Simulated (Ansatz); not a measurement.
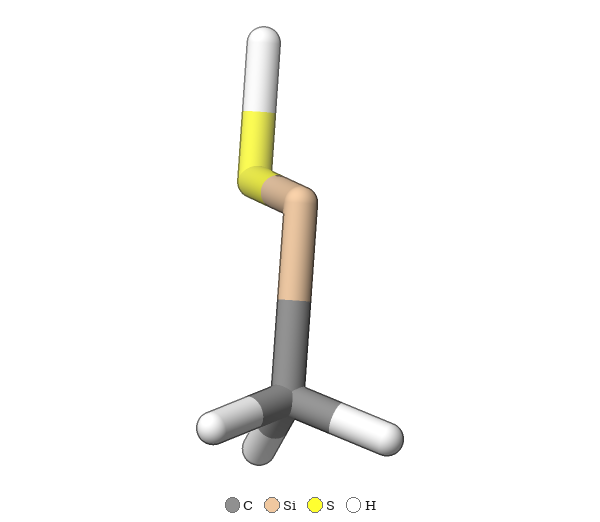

The geometry was computed by an optimisation with PBE-D4/def2-SVP. No frequency run is at hand to confirm it as a minimum. Properties computed with RKS PBE-D4/def2-SVP (Ansatz 0.2.0).

What does the calculation give?

The species is CH₄SSi.
- dipole moment: 0.21 D
- dispersion correction: −14.3 kJ/mol
